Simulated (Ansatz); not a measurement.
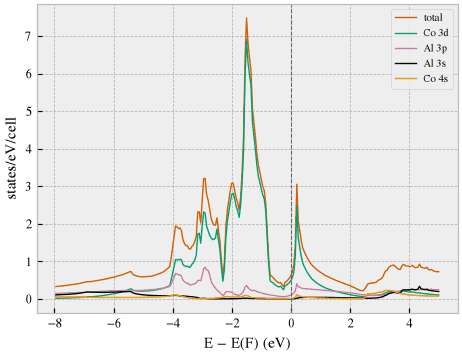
Total and projected density of states of AlCo (CsCl type, Pm-3m), PBEsol (plane waves, PAW; program Ansatz)

Question: Which orbitals carry the states next to the Fermi level?

Answer: Within 0.5 eV of the Fermi level: Co 3d 76 %, Al 3p 17 %. Projections are on Löwdin-orthogonalised atomic valence shells; empty p or d shells of many metals are not among them.

Question: Where is the tallest occupied peak in this window, and what makes it?

Answer: Near -1.5 eV, about 7.5 states/eV per cell; the largest projected share is Co 3d.

The PBEsol relaxation kept the symmetry of its start. The workflow began spin-polarised and lost its moments.

Potentials: the later of the program's two PAW sets.
